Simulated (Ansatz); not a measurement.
# The potential step between two gates: 1T-SnS2 under 1T-PbSTe, AB

Two oppositely charged gates put a neutral stack in a displacement field D. The voltage between them is D/ε₀ times an electrical distance, shorter than the real one because the stack screens.

Set-up. Ansatz 0.2.0, plane waves with PAW datasets (its set soft_2), PBE-D3(BJ); isolated slab, charged sheets 4.5 Å from the outer atoms behind model barriers, atoms held. Voltages count from the uncharged case.

```tsv
run	D/ε₀ (V/nm)	step in an electron's potential, upper less lower gate (eV)
run 1	−1.810	−1.362
run 2	0.000	0.000
run 3	0.905	0.679
run 4	1.810	1.358
run 5	2.714	2.035
run 6	3.619	?
```

Q: Estimate the withheld value from the rows shown.

A least-squares line through the 5 rows shown has slope 0.7509 and intercept −0.0015; no row lies more than 0.002 eV off it. The size of the slope, 0.751 nm, is the electrical distance; the sheets are 1.912 nm apart, and screening reaches beyond the outer atoms. At 3.619 it gives 0.7509 × 3.619 + (−0.0015) = 2.716 eV, beyond the rows fitted. Rounding and scatter of the rows alone allow about ±0.002 eV there.

The run itself gives 2.711 eV: a miss of −0.005 eV, or 0.2 % of the value. Screening stays linear to within 1 % over this range.

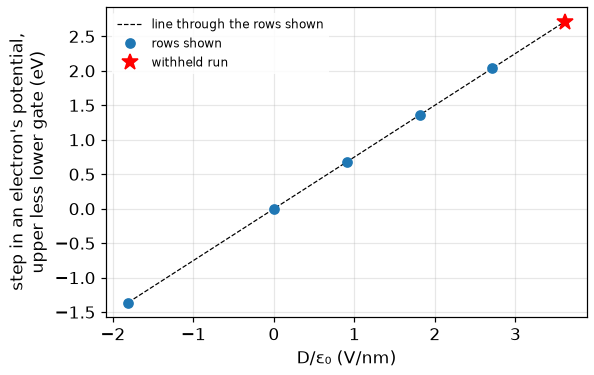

The fit and the withheld run.

**Limits.** The gates are model sheets, not atoms. Spin-orbit coupling is left out, which changes the bands of elements this heavy.

[Logs are printed without paths, hosts, clocks, repeated set-up lines and the standing remarks that a program may print on its own settings, such as how far it seeks lower states.]
